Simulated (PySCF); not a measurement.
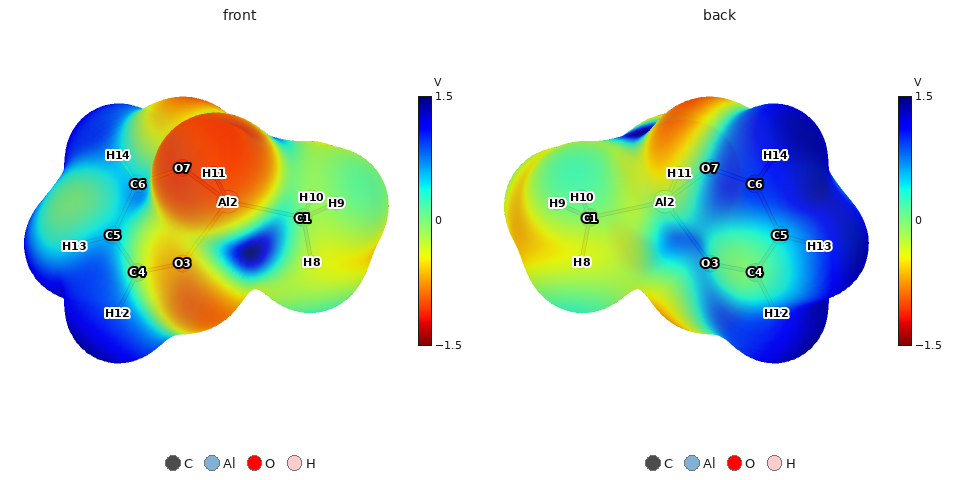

The picture shows: C₄H₇AlO₂. The molecular electrostatic potential painted on the density surface at 0.002 e/bohr³, seen from the front and from behind; the colour scale runs from red (negative) to blue (positive).

Geometry: GFN2-xTB.

The calculation used PySCF 2.14.0, PBE0/pcSseg-1, SCF density, gas phase, non-relativistic.

```yaml
atoms:
  - { symbol: C, position_ang: [2.5123, -0.1380, -0.3525] }
  - { symbol: Al, position_ang: [0.9177, 0.0456, 0.8243] }
  - { symbol: O, position_ang: [-0.3495, -1.2403, 0.4657] }
  - { symbol: C, position_ang: [-1.5338, -1.1406, 0.0422] }
  - { symbol: C, position_ang: [-2.1438, 0.0533, -0.3204] }
  - { symbol: C, position_ang: [-1.4322, 1.2412, -0.2172] }
  - { symbol: O, position_ang: [-0.2413, 1.3285, 0.1902] }
  - { symbol: H, position_ang: [2.5354, -1.0663, -0.9343] }
  - { symbol: H, position_ang: [3.4305, -0.1286, 0.2400] }
  - { symbol: H, position_ang: [2.6128, 0.6748, -1.0807] }
  - { symbol: H, position_ang: [0.8843, 0.2071, 2.3542] }
  - { symbol: H, position_ang: [-2.1091, -2.0722, -0.0451] }
  - { symbol: H, position_ang: [-3.1577, 0.0573, -0.6787] }
  - { symbol: H, position_ang: [-1.9262, 2.1776, -0.5098] }
```

Q: Where is the surface potential most negative and most positive?

A: The most negative region (about −1.1 V) lies over H11, the most positive (about +1.4 V) over the Al, C and H atoms.

Q: What dipole moment does the calculation give?

A: Its dipole moment is 3.76 D.
